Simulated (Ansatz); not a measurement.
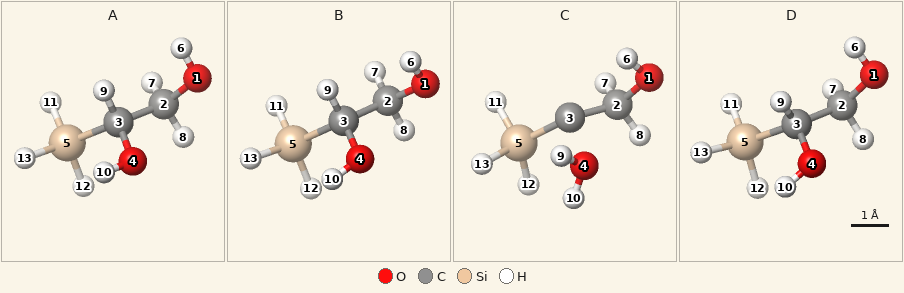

4 geometries from a converged minimum-energy path of C2H8O2Si, shuffled. Style: ball-and-stick. Shown from a free direction.

Method: RKS PBE-D4/def2-SVP in Ansatz. Run with 7 movable images; climbing image; force threshold 0.05 eV/Å; iteration limit 60; starting path through a guess of the saddle point.

One of them is the converged climbing image. Which?

Answer. C. In order along the path, whose images run from 0 to 8: B (image 3, +0.23 eV), A (image 4, +0.21 eV), D (image 5, +0.66 eV), C (image 7, +3.29 eV). A hydrogen atom shifts from one atom to another. Breaking: C3–H9 (1.11 → 2.15 at the top → 2.15 Å). Forming: O4–H9 (2.03 → 0.98 at the top → 0.98 Å).
